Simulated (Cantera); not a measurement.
Charge: 1 mol BCl3, a varied amount of NH3, 0.39 mol H2, equilibrated at 677 °C and 15.0 Pa.

Method: chemical equilibrium by Gibbs-energy minimisation in Cantera with the NASA 1993 tables (ideal gas, pure condensed phases). Candidate condensed phases: B, BN, NH4Cl; 21 gas species. Gases not in the tables: BHCl2. Rates play no part.

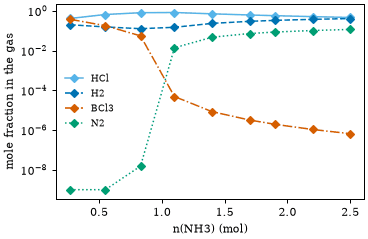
Figure. Equilibrium gas composition (values under 1e-9 drawn at 1e-9)

Question: Read off the mole fractions at 1.9 mol NH3.

Answer: HCl about 0.58, H2 about 0.34, N2 about 0.087, BCl3 about 2.0e-6.
